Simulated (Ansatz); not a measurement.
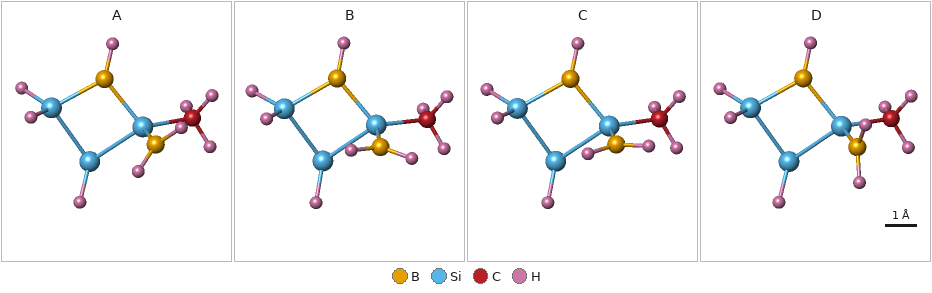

4 geometries from a converged minimum-energy path of CH10B2Si3, shuffled. The picture is a ball-and-stick view, seen from a free direction.

All numbers below come from RKS B3LYP/STO-3G in Ansatz 0.2.0. Run with 9 movable images; climbing image; force threshold 0.03 eV/Å; iteration limit 50; starting path by image-dependent pair potential.

Which frame is the top of the path?

Answer. D. In order along the path, whose images run from 0 to 10: B (image 0, 0.00 kcal/mol), C (image 1, +0.23 kcal/mol), A (image 3, +2.63 kcal/mol), D (image 5, +4.68 kcal/mol). The motion is a rotation about the B–Si bond by about 180°. No bond forms or breaks between the ends. Among the angles between lasting bonds that change up to the highest image: B–Si–Si 104.4° → 114.4°, B–Si–C 114.3° → 106.4°.

Limits of the set-up: STO-3G is a minimal basis, so the numbers are rough.
